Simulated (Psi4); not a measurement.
# One shape, several levels: S2F2 (Thio-thionyl fluoride)

Aim: a comparison of 3 runs (HF/3-21G, M06-2X/3-21G, B3LYP/6-31G*) of S2F2 (Thio-thionyl fluoride). 

Program for the calculation: Psi4 1.11.

3 further runs of the same task are left out: 3 set aside as unsound or not needed.

## Step 1: The molecule

S2F2 has 4 atoms, charge 0, and is taken as a singlet. As SMILES, `FS(F)=S`. The coordinates come from a GFN2-xTB relaxation.

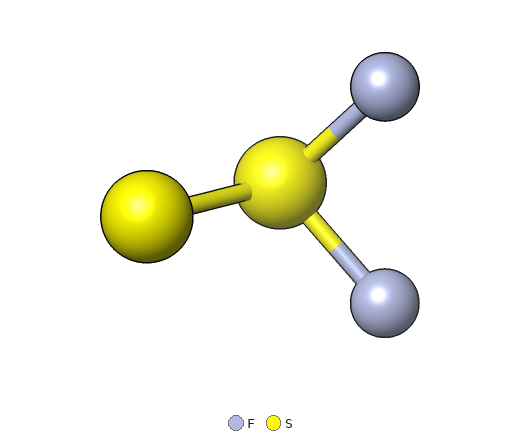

Viewed from a chosen angle; fluorine light blue, sulfur yellow.

## Step 2: Energy and gradient at HF/3-21G (run 1)

job.dat reads:

```
memory 1600 mb

molecule geom {
  0 1
  F
  S 1 R2
  F 2 R3 1 A3
  S 2 R4 1 A4 3 D4

  R2 = 1.681085
  R3 = 1.681848
  A3 = 90.03649
  R4 = 1.87277
  A4 = 108.41329
  D4 = -109.46963
  symmetry c1
  no_reorient
  no_com
}

set globals {
  basis 3-21G
  puream true
  e_convergence 1e-09
  d_convergence 1e-08
  scf_type pk
}

energy_value, wavefunction = gradient("scf", return_wfn=True)
oeprop(wavefunction, "MULLIKEN_CHARGES", "MAYER_INDICES", "DIPOLE")
```

Started as:

```console
$ psi4 job.dat job.out -n 1
```

job.out:

```text
[...]
  Running in c1 symmetry.
[...]
  Nuclear repulsion =  233.814936230896933
[...]
  Multiplicity = 1
[...]
  Nalpha       = 25
  Nbeta        = 25
[...]
    Number of basis functions: 44
[...]
   @RHF iter   1:  -988.61682655068250   -1.87152e-01   1.08325e-02 ADIIS/DIIS
[...]
   @RHF iter  13:  -988.76101087838140   -4.54747e-12   6.59295e-09 DIIS
[...]
    Orbital Energies [Eh]
    ---------------------
    Doubly Occupied:
       1A    -91.583012     2A    -91.336036     3A    -26.215704
       4A    -26.214809     5A     -9.174542     6A     -8.943867
       7A     -6.847906     8A     -6.844733     9A     -6.842610
      10A     -6.619820    11A     -6.612545    12A     -6.611803
      13A     -1.653904    14A     -1.603569    15A     -1.187153
      16A     -0.903374    17A     -0.741208    18A     -0.741106
      19A     -0.715019    20A     -0.680240    21A     -0.644759
      22A     -0.635054    23A     -0.528736    24A     -0.425045
      25A     -0.405265
[...]
  @RHF Final Energy:  -988.76101087838140
   => Energetics <=
    Nuclear Repulsion Energy =            233.8149362308969330
    One-Electron Energy =               -1835.7282541067561397
    Two-Electron Energy =                 613.1523069974779219
    Total Energy =                       -988.7610108783813985
[...]
  -Total Gradient:
     Atom            X                  Y                   Z
    ------   -----------------  -----------------  -----------------
       1        0.001766908052    -0.002125767158    -0.017425338543
       2       -0.097995653501     0.051549631795     0.051121758760
       3        0.001780680827    -0.017822028226    -0.002118262703
       4        0.094448064637    -0.031601836419    -0.031578157513
[...]
 Multipole Moments:
 ------------------------------------------------------------------------------------
     Multipole            Electronic (a.u.)      Nuclear  (a.u.)        Total (a.u.)
 ------------------------------------------------------------------------------------
 L = 1.  Multiply by 2.5417464519 to convert [e a0] to [Debye]
 Dipole X            :          1.7881705           -1.0078014            0.7803691
 Dipole Y            :         -1.0287589            1.3680302            0.3392713
 Dipole Z            :         -1.0284206            1.3665061            0.3380855
 Magnitude           :                                                    0.9156324
[...]
  Mulliken Charges: (a.u.)
   Center  Symbol    Alpha    Beta     Spin     Total
       1     F     4.70412  4.70412  0.00000 -0.40824
       2     S     7.46138  7.46138  0.00000  1.07725
       3     F     4.70407  4.70407  0.00000 -0.40814
       4     S     8.13044  8.13044  0.00000 -0.26087
   Total alpha = 25.00000, Total beta = 25.00000, Total charge = -0.00000
  Mayer Bond Indices:
[...]
```

It took 4.5 s on 1 thread of Intel Xeon Platinum 8488C (Sapphire Rapids), shared host; peak memory 0.18 GiB.

## Step 3: Energy and gradient at M06-2X/3-21G (run 2)

f2s2.py reads:

```python
import psi4

psi4.set_memory(1600000000)
psi4.set_num_threads(1)
psi4.core.set_output_file('output.dat', False)

geom = psi4.geometry("""
0 1
F      0.766610     0.341640     1.237090
S     -0.514710    -0.073220     0.231030
F      0.333030    -1.428520    -0.291570
S     -0.584940     1.160090    -1.176550
symmetry c1
no_reorient
no_com
""")

psi4.set_options({
    'basis': '3-21G',
    'reference': 'rks',
    'puream': True,
    'e_convergence': 1e-09,
    'd_convergence': 1e-08,
    'scf_type': 'pk',
    'dft_radial_points': 99,
    'dft_spherical_points': 590,
})

e, wfn = psi4.gradient("m06-2x", molecule=geom, return_wfn=True)
psi4.oeprop(wfn, "DIPOLE", "WIBERG_LOWDIN_INDICES", "MAYER_INDICES")
print('gradient / Eh bohr^-1')
print(e.np.round(6))
print(f'energy = {wfn.energy():.10f} Eh')
```

Started as:

```console
$ python f2s2.py
```

output.dat:

```text
[...]
  Running in c1 symmetry.
[...]
  Nuclear repulsion =  233.814951638961475
[...]
  Multiplicity = 1
[...]
  Nalpha       = 25
  Nbeta        = 25
[...]
    Number of basis functions: 44
[...]
   @RKS iter   1:  -990.61798997432481    1.27473e-02   1.09828e-02 DIIS/ADIIS
[...]
   @RKS iter  12:  -990.75899733014217   -2.27374e-13   2.86383e-09 DIIS
[...]
    Orbital Energies [Eh]
    ---------------------
    Doubly Occupied:
       1A    -89.528590     2A    -89.319105     3A    -25.174313
       4A    -25.173370     5A     -8.450893     6A     -8.254775
       7A     -6.366290     8A     -6.364685     9A     -6.359250
      10A     -6.174618    11A     -6.165074    12A     -6.162989
      13A     -1.397858    14A     -1.346970    15A     -1.016696
      16A     -0.766322    17A     -0.629232    18A     -0.606883
      19A     -0.578936    20A     -0.526524    21A     -0.519565
      22A     -0.504846    23A     -0.436086    24A     -0.367747
      25A     -0.341411
[...]
  @RKS Final Energy:  -990.75899733014217
   => Energetics <=
    Nuclear Repulsion Energy =            233.8149516389614746
    One-Electron Energy =               -1836.5604337289555588
    Two-Electron Energy =                 646.2370561175013108
    DFT Exchange-Correlation Energy =     -34.2505713576493562
    Empirical Dispersion Energy =           0.0000000000000000
    VV10 Nonlocal Energy =                  0.0000000000000000
    Total Energy =                       -990.7589973301421651
[...]
  -Total Gradient:
     Atom            X                  Y                   Z
    ------   -----------------  -----------------  -----------------
       1       -0.005393978319    -0.003989410361    -0.003250406853
       2        0.006781457460     0.060115492709    -0.071086184388
       3       -0.002992390511     0.004675898662     0.004404410513
       4        0.001185789257    -0.061244074356     0.070565301239
[...]
 Multipole Moments:
 ------------------------------------------------------------------------------------
     Multipole            Electronic (a.u.)      Nuclear  (a.u.)        Total (a.u.)
 ------------------------------------------------------------------------------------
 L = 1.  Multiply by 2.5417464519 to convert [e a0] to [Debye]
 Dipole X            :         13.9358255          -14.5464314           -0.6106059
 Dipole Y            :        -14.5324141           14.3770364           -0.1553778
 Dipole Z            :         12.8617614          -12.5074169            0.3543445
 Magnitude           :                                                    0.7228706
[...]
```

The script printed:

```text
gradient / Eh bohr^-1
[[-0.005394 -0.003989 -0.00325 ]
 [ 0.006781  0.060115 -0.071086]
 [-0.002992  0.004676  0.004404]
 [ 0.001186 -0.061244  0.070565]]
energy = -990.7589973301 Eh
```

Wall time 19 s (1 thread of Intel Xeon Platinum 8488C (Sapphire Rapids), shared host); peak memory 0.7 GiB.

## Step 4: Energy and gradient at B3LYP/6-31G(d) (spherical functions) (run 3)

input.json reads:

```json
{
 "schema_name": "qcschema_input",
 "schema_version": 1,
 "molecule": {
  "schema_name": "qcschema_molecule",
  "schema_version": 2,
  "symbols": ["F", "S", "F", "S"],
  "geometry": [1.44868294, 0.64560603, 2.33776129, -0.97266093, -0.13836575, 0.43658343, 0.62933549, -2.69951156, -0.55098745, -1.1053764, 2.19225238, -2.22335727],
  "molecular_charge": 0,
  "molecular_multiplicity": 1,
  "fix_symmetry": "c1"
 },
 "driver": "gradient",
 "model": {
  "method": "b3lyp",
  "basis": "6-31G*"
 },
 "keywords": {
  "puream": true,
  "e_convergence": 1e-09,
  "d_convergence": 1e-08,
  "scf_type": "pk",
  "dft_radial_points": 99,
  "dft_spherical_points": 590
 }
}
```

Started as:

```console
$ psi4 --qcschema input.json -n 1 --memory 1600MB
```

stdout:

```text
[...]
  Running in c1 symmetry.
[...]
  Nuclear repulsion =  233.814951940425146
[...]
  Multiplicity = 1
[...]
  Nalpha       = 25
  Nbeta        = 25
[...]
    Number of basis functions: 64
[...]
   @RKS iter   1:  -995.87822615956566   -2.36674e-02   8.06715e-03 DIIS/ADIIS
[...]
   @RKS iter  12:  -995.99298996590949   -1.02318e-12   7.01356e-09 DIIS
[...]
    Orbital Energies [Eh]
    ---------------------
    Doubly Occupied:
       1A    -89.088638     2A    -88.890012     3A    -24.722343
       4A    -24.722105     5A     -8.140790     6A     -7.971735
       7A     -6.104754     8A     -6.104283     9A     -6.096395
      10A     -5.936389    11A     -5.929431    12A     -5.926712
      13A     -1.234557    14A     -1.191096    15A     -0.879133
      16A     -0.674004    17A     -0.550166    18A     -0.519681
      19A     -0.493887    20A     -0.445337    21A     -0.433977
      22A     -0.415176    23A     -0.367419    24A     -0.316710
      25A     -0.292335
[...]
  @RKS Final Energy:  -995.99298996590949
   => Energetics <=
    Nuclear Repulsion Energy =            233.8149519404251464
    One-Electron Energy =               -1843.1478698200419331
    Two-Electron Energy =                 671.6702561950380641
    DFT Exchange-Correlation Energy =     -58.3303282813306794
    Empirical Dispersion Energy =           0.0000000000000000
    VV10 Nonlocal Energy =                  0.0000000000000000
    Total Energy =                       -995.9929899659094872
[...]
 Multipole Moments:
 ------------------------------------------------------------------------------------
     Multipole            Electronic (a.u.)      Nuclear  (a.u.)        Total (a.u.)
 ------------------------------------------------------------------------------------
 L = 1.  Multiply by 2.5417464519 to convert [e a0] to [Debye]
 Dipole X            :          0.7731259           -1.3230281           -0.5499022
 Dipole Y            :         -1.2858973            1.3076640            0.0217667
 Dipole Z            :          1.2701992           -1.1375940            0.1326052
 Magnitude           :                                                    0.5660833
[...]
  -Total Gradient:
     Atom            X                  Y                   Z
    ------   -----------------  -----------------  -----------------
       1        0.012085306539     0.001832165290     0.007950497233
       2       -0.021528613727     0.015461145702    -0.011522154762
       3        0.009043459419    -0.011291979669    -0.003272596530
       4        0.000401667102    -0.006043815399     0.006893942640
[...]
```

The result, in JSON:

```text
{
 "driver": "gradient",
 "model": {
  "method": "b3lyp",
  "basis": "6-31G*"
 },
 "success": true,
 "return_result": [0.012085306538639762, 0.0018321652900957913, 0.007950497233054757, -0.021528613727004126, 0.01546114570218464, -0.011522154761946929, 0.009043459418884917, -0.01129197966879919, -0.0032725965300188786, 0.0004016671023019912, -0.006043815398944441, 0.006893942640420453],
 "properties": {
  "calcinfo_nbasis": 64,
  "calcinfo_nmo": 64,
  "calcinfo_nalpha": 25,
  "calcinfo_nbeta": 25,
  "calcinfo_natom": 4,
  "nuclear_repulsion_energy": 233.81495194042515,
  "return_energy": -995.9929899659095,
  "return_gradient": [0.012085306538639762, 0.0018321652900957913, 0.007950497233054757, -0.021528613727004126, 0.01546114570218464, -0.011522154761946929, 0.009043459418884917, -0.01129197966879919, -0.0032725965300188786, 0.0004016671023019912, -0.006043815398944441, 0.006893942640420453],
  "scf_one_electron_energy": -1843.147869820042,
  "scf_two_electron_energy": 671.6702561950381,
  "scf_xc_energy": -58.33032828133068,
  "scf_dipole_moment": [-0.5499021931454529, 0.02176671194016322, 0.13260520004180565],
  "scf_total_energy": -995.9929899659095,
  "scf_total_gradient": [0.012085306538639762, 0.0018321652900957913, 0.007950497233054757, -0.021528613727004126, 0.01546114570218464, -0.011522154761946929, 0.009043459418884917, -0.01129197966879919, -0.0032725965300188786, 0.0004016671023019912, -0.006043815398944441, 0.006893942640420453],
  "scf_iterations": 12
 }
}
```

It took 19 s on 1 thread of Intel Xeon Platinum 8488C (Sapphire Rapids), shared host; peak memory 0.58 GiB.

## Step 5: Overview of the runs

| run | level | properties | integration grid | energy (Eh) | dipole moment (D) | HOMO energy (eV) | LUMO energy (eV) | wall time |
| --- | --- | --- | --- | --- | --- | --- | --- | --- |
| 1 | HF/3-21G | (mulliken, mayer, dipole) | – | -988.761011 | 2.33 | -11.03 | 0.80 | 4.5 s |
| 2 | M06-2X/3-21G | (dipole, wiberg, mayer) | 99 radial × 590 angular | -990.758997 | 1.84 | -9.29 | -1.72 | 19 s |
| 3 | B3LYP/6-31G* (spherical functions) | – | 99 radial × 590 angular | -995.992990 | 1.44 | -7.95 | -2.78 | 19 s |

## Step 6: What came out

| quantity | value |
| --- | --- |
| run 3: total energy | -995.99299 Eh |
| run 3: dipole moment | 1.44 D |
| run 3: HOMO energy | -7.95 eV |
| run 3: LUMO energy | -2.78 eV |
| run 3: HOMO–LUMO gap | 5.17 eV |
| run 3: largest force on an atom | 1.486 eV/Å |

In words: The dipole moment (its size) runs from 1.44 D (B3LYP/6-31G*) to 2.33 D (HF/3-21G). The two ends differ in method and basis. The HOMO–LUMO gap runs from 5.17 eV (B3LYP/6-31G*) to 11.83 eV (HF/3-21G). Totals of different functionals can't be ranked against each other. All runs together took 42 s, the longest 19 s.
